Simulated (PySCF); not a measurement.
CH₃S, doublet, SMILES `[CH2]S`.

Method: r2SCAN/cc-pVDZ; geometry: GFN2-xTB; program: PySCF. No frequency check shows the geometry to be a minimum. The stability of the open-shell solution wasn't checked. GFN2-xTB bond lengths at metals and heavier atoms can be off by up to 0.1 Å and shapes distorted, which carries into these values. GFN2-xTB doesn't know the spin state, so this open-shell geometry is rough.

Cartesian coordinates (Å):

```
C1       1.1289    0.0206    0.0000
S2      -0.5768   -0.0882    0.0000
H3       1.6191    0.9679    0.0000
H4       1.6700   -0.9002    0.0000
H5      -0.8336    1.2203    0.0000
```

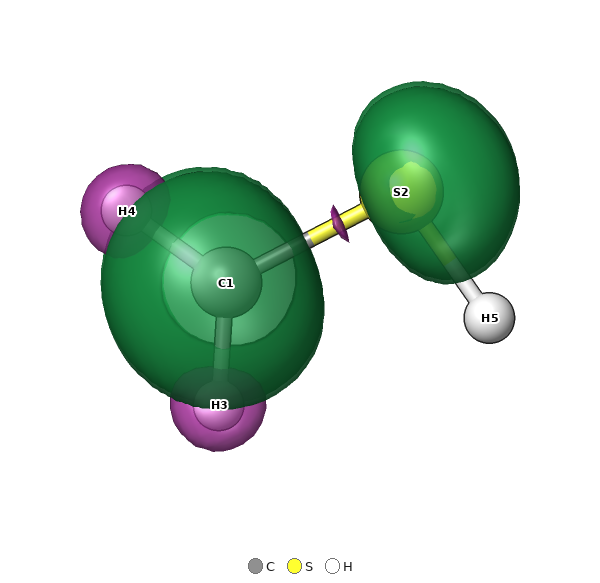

Spin density ρα − ρβ at ±0.02 e/Å³ (green: excess α, purple: excess β).

> Where is the unpaired spin?

Hirshfeld spin populations: C1 +0.66, S2 +0.24, H3 +0.04 and H4 +0.04. ⟨S²⟩ = 0.76, against 0.75 for a pure state. The picture also shows regions of β spin from spin polarisation; the Hirshfeld sums, whose atoms overlap, net them against the α spin of neighbours.

Cost of the run: 8.2 s on 1 thread of Arm Neoverse V2, with other jobs on the host, peak memory 0.26 GiB.
